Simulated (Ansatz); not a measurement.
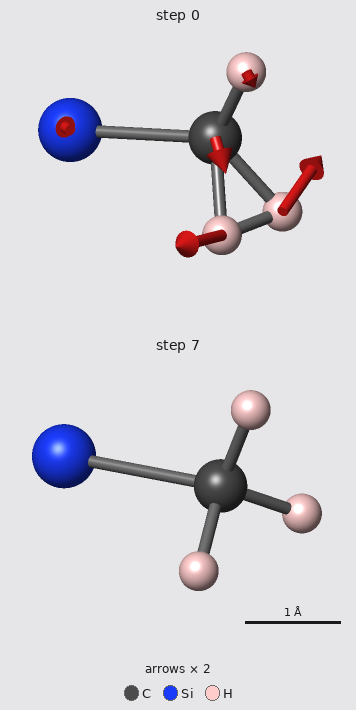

The structure of CH₃Si (multiplicity 2) before (top) and after (bottom) a relaxation, at one scale. The red arrows give the displacements, magnified 2 times.

A ball-and-stick model, seen at a tilt.

It is one of the separated reactants of a reaction.

Computed with UKS PBE-D4/def2-SVP (Ansatz 0.2.0). (force threshold 0.03 eV/Å; at most 250 steps)

Summarise the run.

Answer. Over 6 accepted moves (7 points after the start) the energy falls by 238.8 kJ/mol. The largest force component goes from 5.6 to 0.014 eV/Å. The line search rejected the trial step at point 6 of the run. The largest moves after the best rigid fit, 0.49 Å, are those of H atoms. Largest moves by element: H 0.49 Å, C 0.20 Å, Si 0.14 Å. Near-neighbour distances that change, for instance: H–H 0.870 → 1.783 Å, C–Si 1.704 → 1.909 Å, C–H 1.060 → 1.120 Å, C–H 1.083 → 1.111 Å. Among the angles between lasting bonds that change: H–C–H 47.8° → 106.1°, H–C–H 115.1° → 106.1°, Si–C–H 123.6° → 115.6°. Cost: 11 s on 2 threads of Arm Neoverse V2, with other jobs on the host.
